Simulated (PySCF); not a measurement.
# C3H11BN2Si (SMILES BN1CCN(C)[SiH2]1): what the fields show

```xyz
18

B     2.7232    0.0158   -0.7051
N     1.4115   -0.0029   -0.2541
C     0.8796    1.0104    0.6452
C    -0.6402    1.0381    0.4967
N    -1.0376   -0.3221    0.2122
C    -2.4473   -0.5787    0.1844
Si    0.1899   -1.2051   -0.5938
H     3.0814   -0.8618   -1.3923
H     3.4373    0.8970   -0.4028
H     1.1365    0.7426    1.6768
H     1.3200    1.9847    0.4248
H    -1.1191    1.3842    1.4199
H    -0.9415    1.7162   -0.3160
H    -2.9569    0.0075   -0.5906
H    -2.8986   -0.3286    1.1492
H    -2.6083   -1.6345   -0.0167
H     0.0648   -1.3754   -2.0465
H     0.3966   -2.4810    0.0970
```

Geometry: GFN2-xTB.

Computed with CAM-B3LYP/def2-SVPD, SCF density, gas phase (PySCF 2.14.0).

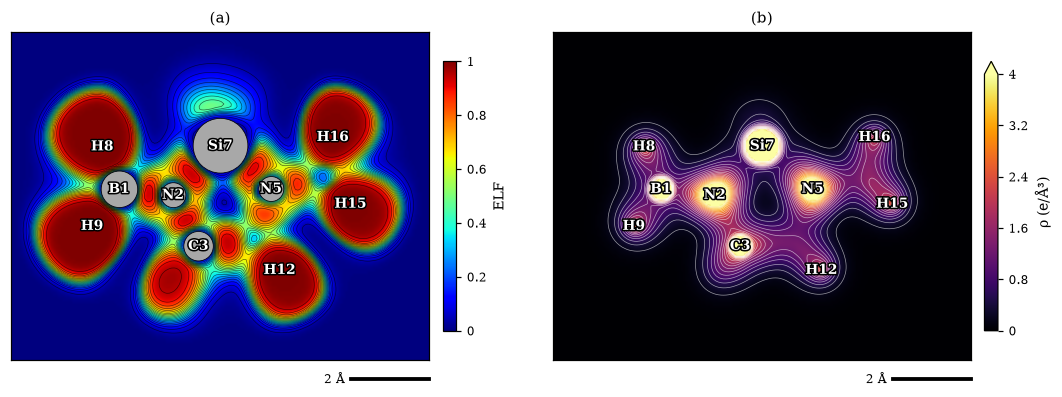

Figure 1. (a) electron localisation function; (b) total electron density on the plane of atoms N2, B1 and H8. Grey discs cover the atomic cores in the ELF map.

Question: What does the map show?

Answer: Atoms in the plane: B, N, C, Si and H.
B–N (1.39 Å): ρ at the midpoint is about 2 e/Å³; the ELF peaks at about 0.95 between the atoms; a short, strongly polar bond.
C–N (1.46 Å): ρ at the midpoint is about 1.9 e/Å³; the ELF peaks at about 0.95 between the atoms (a covalent bond).
Si–N (1.71 Å): ρ is about 1.1 e/Å³ halfway; the ELF peaks at about 0.90 between the atoms; a polar covalent bond.
B–H (1.17 Å): the density is about 1.3 e/Å³ at the midpoint; the ELF climbs to about 1 towards the hydrogen, as it does in any bond to H (a covalent bond by its length).

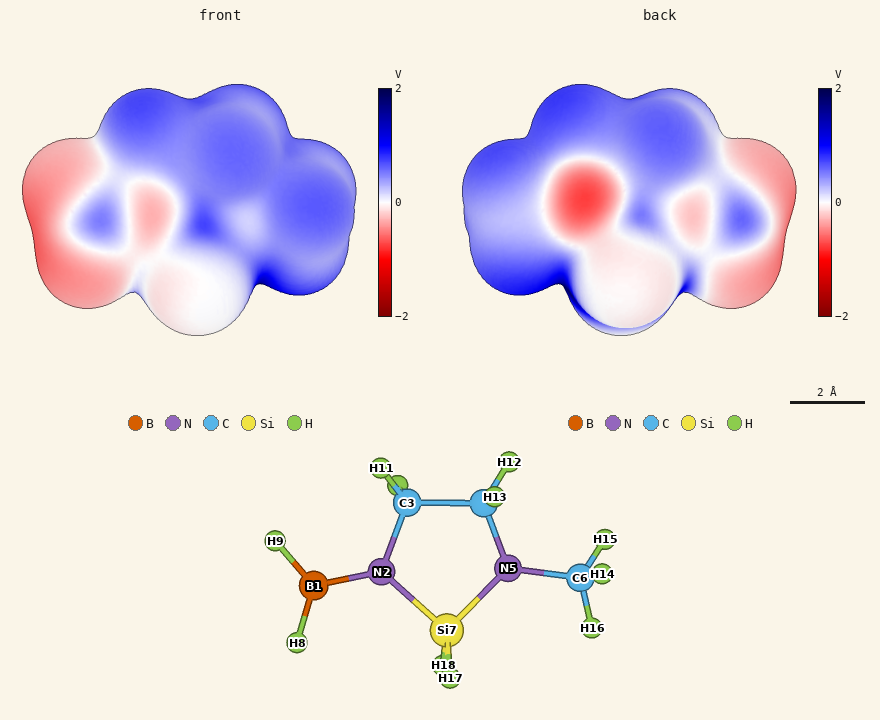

Figure 2. The electrostatic potential painted on the density surface at 0.002 e/bohr³, seen from the front and from behind; red is negative and blue positive. The bare structure is drawn below in the same view.

Question: Where is the surface potential most negative and most positive?

Answer: The most negative region (about −0.7 V) lies over N5, the most positive (about +1.7 V) over Si7.

Question: What dipole moment does the calculation give?

Answer: Its dipole moment is 2.26 D.
